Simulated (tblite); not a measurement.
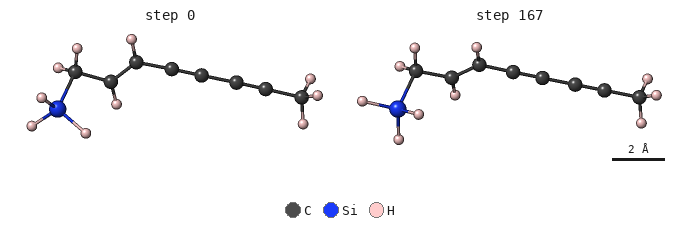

The structure of C$_{8}$H$_{10}$Si before (left) and after (right) a relaxation, at one scale.

A ball-and-stick model, seen at a tilt.

The calculation used GFN2-xTB geometry optimisation, gas phase in tblite 0.8.0. 

**What changed between the two?**

An H atom moves most after the best rigid fit: 1.24 Å. Largest moves by element: H 1.24 Å, C 0.23 Å, Si 0.01 Å. Some distances before and after: C–C 1.422 → 1.354 Å, C–C 1.483 → 1.442 Å, C–C 1.440 → 1.400 Å, C–Si 1.881 → 1.915 Å. Bond angles that change, for instance: C–C–C 117.9° → 124.2°, C–C–H 122.8° → 116.4°, C–C–Si 105.9° → 110.7°. Groups turn about C–Si by about 50°. Over 167 geometry steps the energy falls by 9.73 kcal/mol.
